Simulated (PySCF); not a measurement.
GeH6Si, SMILES `[SiH3][GeH3]`.

Level of theory: CAM-B3LYP/aug-cc-pVDZ (PySCF), at a geometry from GFN2-xTB. No frequency check shows the geometry to be a minimum. GFN2-xTB bond lengths at metals and heavier atoms can be off by up to 0.1 Å and shapes distorted, which carries into these values.

Input script:

```python
import numpy as np
from pyscf import gto, scf, dft, lo
from pyscf.data.elements import chemcore

def solve(mol, dm0=None, hcore=None):
    mf = (dft.UKS if mol.spin else dft.RKS)(mol, xc='camb3lyp')
    mf.grids.level = 3
    mf = mf.density_fit(auxbasis='def2-universal-jkfit')
    mf.conv_tol, mf.max_cycle = 1e-8, 80
    if hcore is not None:
        mf.get_hcore = lambda *args: hcore
    mf.kernel(dm0)
    if not mf.converged:
        mf = mf.newton().run(mf.mo_coeff, mf.mo_occ, max_cycle=30)
    assert mf.converged, 'SCF not converged'
    return mf

mol = gto.M(atom='''
Si    -1.57623    -0.00001     0.00000
Ge     0.75396     0.00000     0.00000
H     -2.08627     0.42954     1.30235
H     -2.08627     0.91317    -1.02311
H     -2.08628    -1.34256    -0.27922
H      1.39973    -0.42189    -1.28757
H      1.39974     1.32606     0.27838
H      1.39973    -0.90407     1.00917
''', basis='aug-cc-pvdz', charge=0, spin=0, verbose=4)
mf = solve(mol)
occ_all = mf.mo_coeff[:, mf.mo_occ > 0]
occ = occ_all[:, chemcore(mol):]
loc = lo.ibo.ibo(mol, occ, iaos=lo.iao.iao(mol, occ_all))
fock, s = mf.get_fock(), mf.get_ovlp()
ortho = lo.orth_ao(mol, 'meta_lowdin')
ortho = lo.vec_lowdin(lo.iao.iao(mol, occ_all), s)
labels = lo.iao.reference_mol(mol).ao_labels(fmt=None)
vir = lo.vvo.livvo(mol, occ_all, mf.mo_coeff[:, mf.mo_occ == 0])
both = np.hstack([loc, vir])
p = (ortho.T @ s @ both) ** 2
pop = np.array([p[[l[0] == a for l in labels]].sum(0) for a in range(mol.natm)])
spd = np.array([[p[[l[0] == a and l[2][-1] == k for l in labels]].sum(0) for k in 'spd'] for a in range(mol.natm)])
eps = np.einsum('pi,pq,qi->i', both, fock, both)
for i in np.argsort(eps):
    top = np.argsort(-pop[:, i])[:3]
    print('%3d %s %9.4f Eh ' % (i + 1, 'occ' if i < loc.shape[1] else 'vir', eps[i]), '  '.join('%s%d %.3f' % (mol.atom_symbol(a), a + 1, pop[a, i]) for a in top))
np.savez('result.npz', c=both, nocc=loc.shape[1], pop=pop, spd=spd, eps=eps, e=mf.e_tot)
```

Run with:

```sh
OMP_NUM_THREADS=1 python input.py
```

The run took 9.7 s on 1 thread of Arm Neoverse V2, with other jobs on the host, peak memory 0.5 GiB.

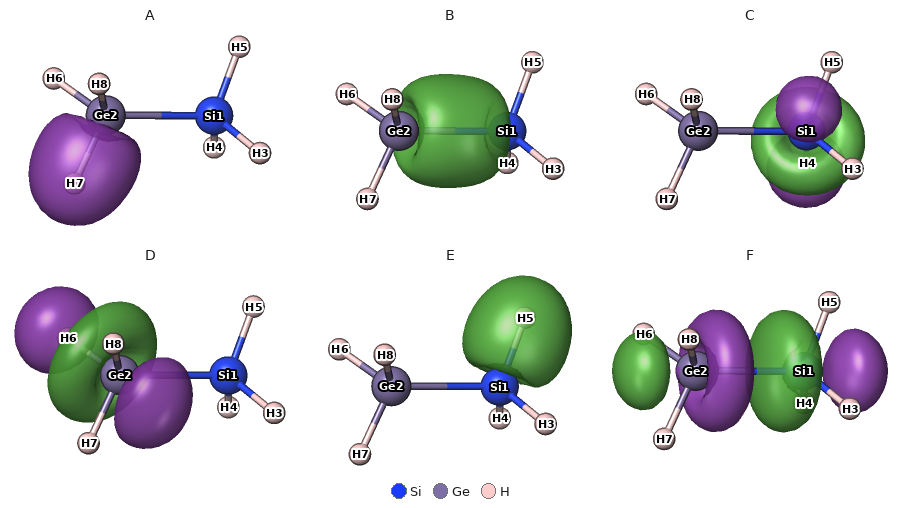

Intrinsic bond orbitals (IBO), occupied and valence-virtual; each surface holds about 70 % of the orbital's density. Energies are diagonal elements of the Fock matrix.

Q: What does each orbital represent in a Lewis picture?

A: By panel:
- A: σ bond H7–Ge2 (H7 53 %, Ge2 46 %; −12.7 eV)
- B: σ bond Ge2–Si1 (Ge2 52 %, Si1 48 %; −12.9 eV)
- C: σ* orbital Si1–H4 (Si1 55 %, H4 45 %; 6.6 eV)
- D: σ* orbital Ge2–H6 (Ge2 54 %, H6 46 %; 6.5 eV)
- E: σ bond H5–Si1 (H5 55 %, Si1 45 %; −12.9 eV)
- F: σ* orbital Si1–Ge2 (Si1 52 %, Ge2 48 %; 3.4 eV)
